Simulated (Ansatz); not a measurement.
CH4AlN

```yaml
atoms:
  - { symbol: C, position_ang: [-1.2351, -0.1947, -0.8375] }
  - { symbol: N, position_ang: [-0.1981, -0.0432, -0.1433] }
  - { symbol: Al, position_ang: [1.2634, 0.1766, 0.8317] }
  - { symbol: H, position_ang: [-2.0666, -0.8864, -0.5435] }
  - { symbol: H, position_ang: [-1.4050, 0.3508, -1.8017] }
  - { symbol: H, position_ang: [1.2136, 1.3158, 1.9435] }
  - { symbol: H, position_ang: [2.4888, -0.7869, 0.5051] }
```

The calculation used RKS PBE-D4/def2-SVP (Ansatz).

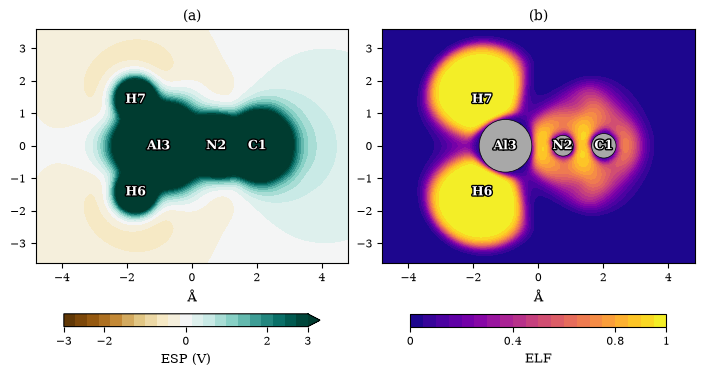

Figure 1. (a) molecular electrostatic potential; (b) electron localisation function on the plane of atoms N2, Al3 and H7. Grey discs cover the atomic cores in the ELF map.

Read the bonding off the picture.

Atoms in the plane: C, N, Al and H.
C–N (1.26 Å): the ELF peaks at about 0.90 between the atoms (a multiple bond).
Al–N (1.77 Å): the ELF peaks at about 0.90 in the valence shell of N, 0.6 Å from its nucleus, and is about 0.50 at the midpoint.
Al–H (1.59 Å): the ELF climbs to about 1 towards the hydrogen.
Outside the dense part of the molecule the potential is most negative (−0.5 V) near H6 and H7.

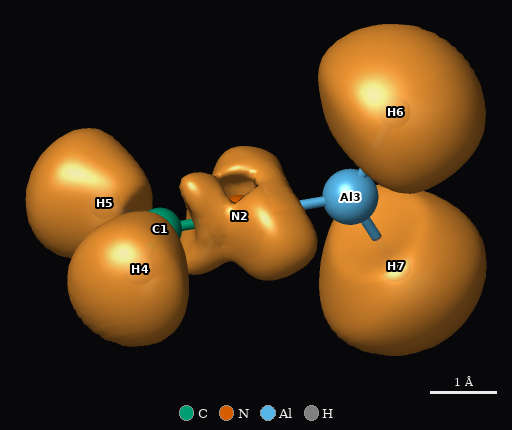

Figure 2. Isosurface of the electron localisation function at 0.75 (orange), seen at a tilt. Core shells and regions of very low density are left out.

What do the ELF domains correspond to?

The surface consists of four regions around hydrogen nuclei and one region on N in which the atom's valence shell and bonds are merged.

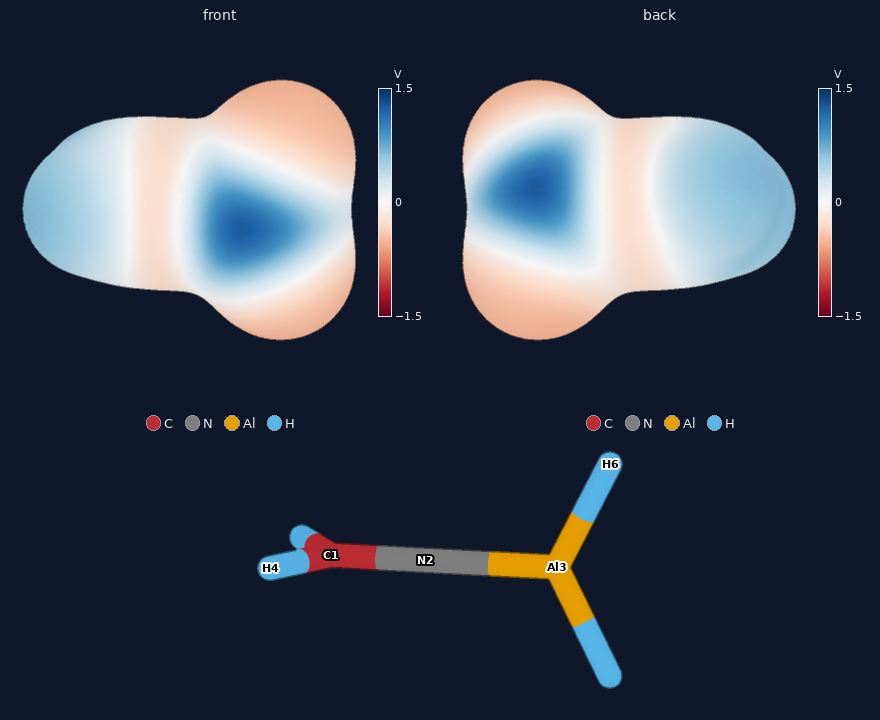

Figure 3. The electrostatic potential painted on the density surface at 0.001 e/bohr³, seen from the front and from behind; the colour scale runs from red (negative) to blue (positive). The bare structure is drawn below in the same view.

Describe the electrostatic potential map.

The most negative region (about −0.5 V) lies over H6 and H7, the most positive (about +1.2 V) over Al3.
